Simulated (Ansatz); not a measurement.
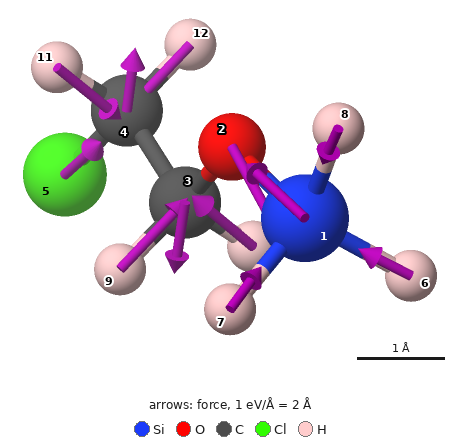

Starting geometry of C2H7ClOSi with the computed forces as purple arrows. Style: ball-and-stick. Shown from a free direction.

The start comes from PBE-D4/def2-SVP.

The calculation used Ansatz 0.2.0, RKS PBE0-D4/def2-TZVP. Settings: force threshold 0.005 eV/Å; at most 150 steps.

**What follows when this structure is relaxed?**

It isn't relaxed: the largest force vector, on the O atom, is 0.83 eV/Å. The final displacements follow the starting forces only in part (cosine between the two patterns 0.58). After 5 geometry steps the energy has fallen by 0.066 eV. Largest force component: 0.61 eV/Å at the start, 0.005 eV/Å at the end. An H atom moves most after the best rigid fit: 0.056 Å. By element the largest moves are H 0.056 Å, Cl 0.046 Å, Si 0.033 Å, C 0.024 Å, O 0.006 Å. Among the contacts that change: O–Si 1.685 → 1.647 Å, C–Cl 1.797 → 1.777 Å, H–Si 1.508 → 1.489 Å, C–H 1.116 → 1.097 Å.
